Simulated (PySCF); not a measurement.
C$_{6}$H$_{17}$NSi, SMILES `CC(C)N([SiH3])C(C)C`.

Computed with PySCF, B3LYP/6-31G*, geometry: GFN2-xTB. No frequency check shows the geometry to be a minimum. Without diffuse functions Rydberg states are missing, so the states' numbers hold for this basis only.

Cartesian coordinates (Å):

```
C1      -1.5994    0.7868   -1.4000
C2      -0.6943    0.9641   -0.1802
C3      -1.4959    1.5004    1.0080
N4       0.0015   -0.2630    0.1721
Si5     -0.8060   -1.7703    0.3285
C6       1.4507   -0.2417    0.0928
C7       1.9594   -0.0346   -1.3373
C8       2.0676    0.7802    1.0523
H9      -1.0328    0.3730   -2.2305
H10     -2.0126    1.7466   -1.7032
H11     -2.4182    0.1109   -1.1698
H12      0.0597    1.7154   -0.4365
H13     -2.2915    0.8094    1.2704
H14     -0.8478    1.6228    1.8718
H15     -1.9367    2.4637    0.7608
H16     -0.9406   -2.5194   -0.9355
H17     -0.0111   -2.5708    1.2622
H18     -2.1450   -1.5405    0.8687
H19      1.7841   -1.2333    0.4158
H20      3.0417   -0.1354   -1.3647
H21      1.6989    0.9526   -1.7121
H22      1.5224   -0.7823   -1.9951
H23      3.1473    0.6542    1.0780
H24      1.8520    1.8011    0.7470
H25      1.6748    0.6263    2.0543
```

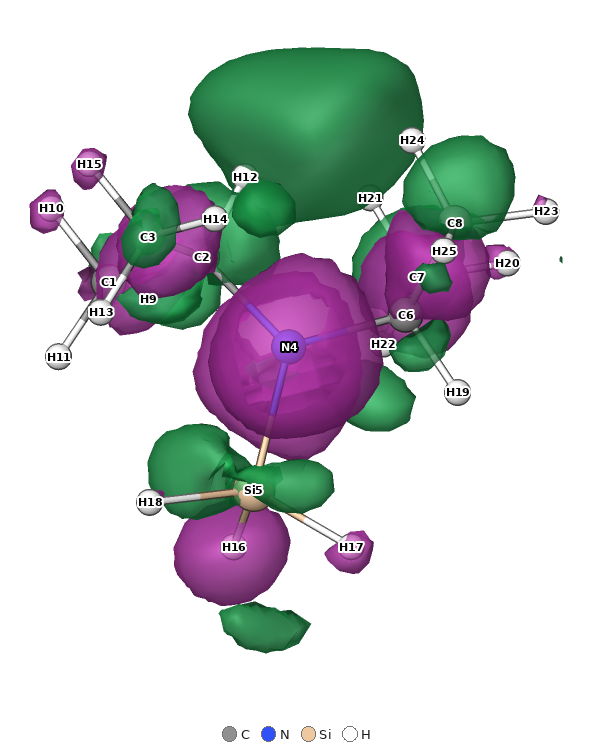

Unrelaxed difference density of S₃ less the ground state (full linear response singlet states), ±0.01 e/Å³; green: gain, purple: loss.

How does the charge move on excitation?

Answer. 0.85 e is displaced in all, of which about 0.6 e passes between atoms: N4 (0.50 e) loses electrons and H12 (0.10 e) and H21 (0.07 e) gain them. The state: 6.91 eV (179 nm), f = 0.001 (very weak), partly diffuse acceptor orbital, which a basis without diffuse functions describes poorly; the leading pair carries 100 %; hole on N4 (51 %), Si5 (9 %) and C2 and C6 (6 % each), electron on Si5 (13 %), H12 (10 %) and H21 (7 %) (atom shares of so diffuse an orbital are rough); their centroids lie 0.9 Å apart.

Run time: 8.6 min on 1 thread of AMD EPYC 9R45 (Zen 5) (shared host), peak memory 1.1 GiB.
